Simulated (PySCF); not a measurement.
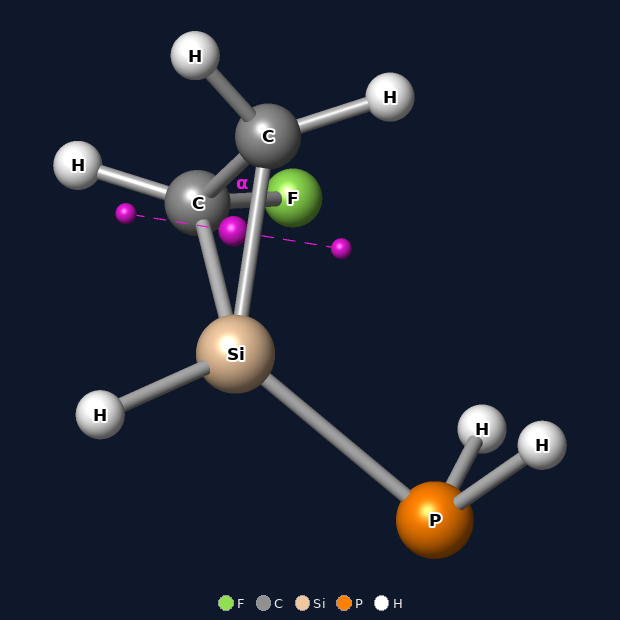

The small points mark where nucleus-independent chemical shifts (NICS) were computed: at the centre of each lettered ring and 1 Å above and below it. The geometry was computed by an optimisation with PBE0-D3(BJ)/def2-SVP. No frequency run is at hand to confirm it as a minimum. Method: GIAO LC-wPBE/pcSseg-2 NMR shielding, non-relativistic, gas phase (PySCF 2.14.0).

Give NICS(0), NICS(1) and the out-of-plane component NICS(1)zz for each ring (means of the two sides).

```csv
ring,members,NICS(0),NICS(1),NICS(1)zz
α,C2Si,−23.5,−7.9,−15.2
```

Values in ppm.
